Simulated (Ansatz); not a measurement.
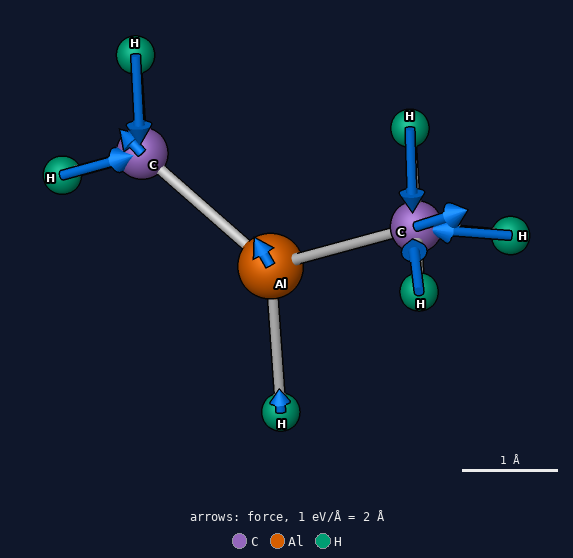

Starting geometry of C$_{2}$H$_{6}$Al (charge −1) with the computed forces as blue arrows. A ball-and-stick model, seen at a tilt.

It is one of the separated reactants of a reaction.

Computed with RKS PBE0-D4/def2-TZVPD in Ansatz 0.2.0. Settings: force threshold 0.005 eV/Å; at most 200 steps.

What follows when this structure is relaxed?

It isn't relaxed: the largest force vector, on an H atom, is 0.52 eV/Å. The final displacements follow the starting forces only in part (cosine between the two patterns 0.63). An H atom moves most after the best rigid fit: 0.034 Å. Largest moves by element: H 0.034 Å, C 0.018 Å, Al 0.013 Å. Some distances before and after: Al–C 2.025 → 2.007 Å, Al–C 1.853 → 1.837 Å, C–H 1.110 → 1.093 Å, Al–H 1.646 → 1.635 Å. Over 3 geometry steps the energy falls by 2.54 kJ/mol. Largest force component: 0.47 eV/Å at the start, 0.0046 eV/Å at the end.
